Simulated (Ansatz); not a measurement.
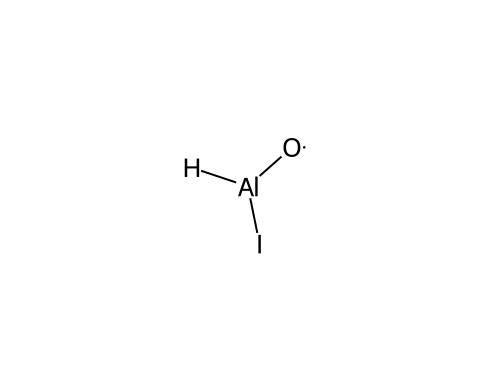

Skeletal drawing of a molecule. State: neutral, doublet.

Write the SMILES.

[O][AlH][I]

Give the formula, hydrogens included.

AlHIO.

An optimisation with PBE0-D4/def2-TZVP gave a structure of which point group?

Cs.

The parts below concern this one geometry. Atoms keep their numbers from picture to picture. Computed geometry: PBE0-D4/def2-TZVP optimisation. No frequency run is at hand to confirm it as a minimum.

Electronic properties

No frequency run is at hand to confirm it as a minimum. Level of theory: UHF-CCSD(T), frozen core/def2-TZVPP, core potentials on I (Ansatz 0.2.0).

What is the T1 diagnostic?

0.013.

Give the ⟨S²⟩ of the determinant at this level.

0.758.

Dipole moment

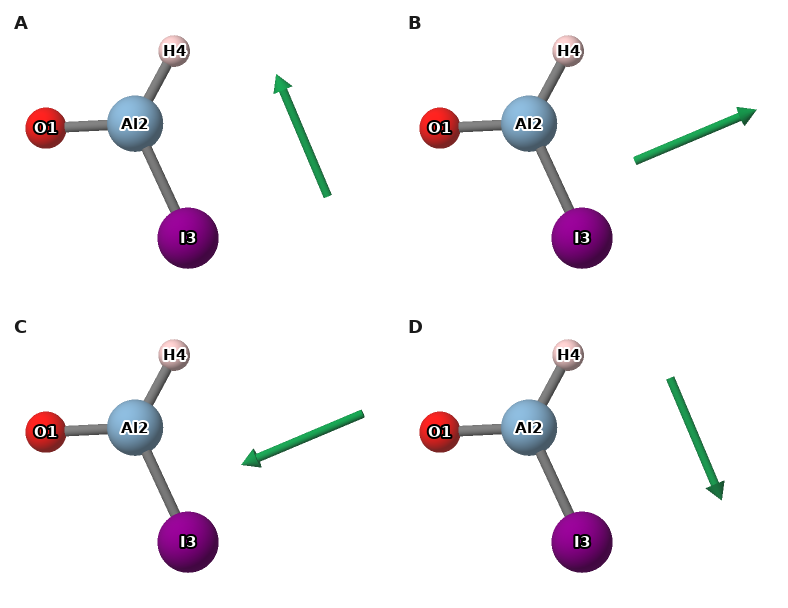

The same molecule four times, each with an arrow. No frequency run is at hand to confirm it as a minimum. Properties computed with UKS PBE0-D4/def2-TZVP, core potentials on I (Ansatz 0.2.0).

Which arrow points along the dipole moment, from the negative to the positive end?

B. The dipole moment is 1.51 D; it points from the side of O1 to the side of H4 (the outermost atoms at the two ends).

Charges

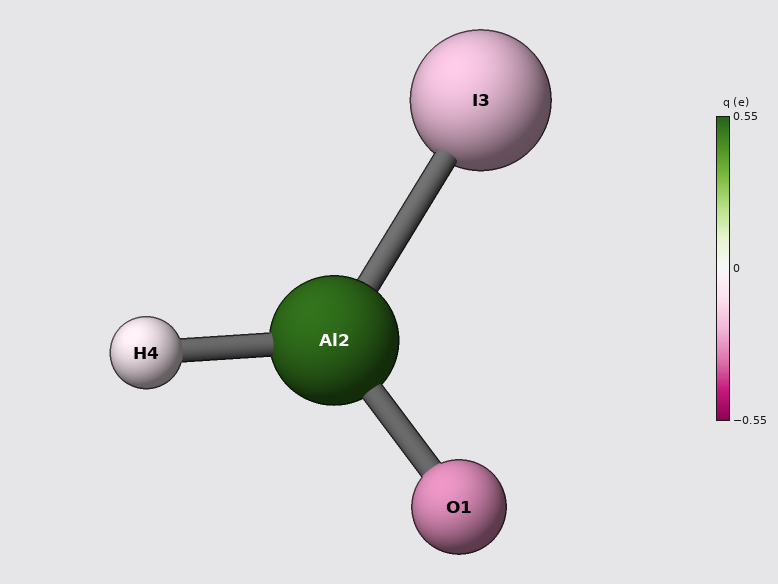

Atoms are coloured by their Mulliken charges. No frequency run is at hand to confirm it as a minimum. Method: UKS PBE0-D4/def2-TZVP, core potentials on I (Ansatz 0.2.0).

Give the Mulliken charges atom by atom.

```json
{"atom": "O1", "value (e)": "−0.28"}
{"atom": "Al2", "value (e)": "0.52"}
{"atom": "I3", "value (e)": "−0.18"}
{"atom": "H4", "value (e)": "−0.06"}
```

Mulliken values depend strongly on the basis set and can even reverse the polarity of a bond.
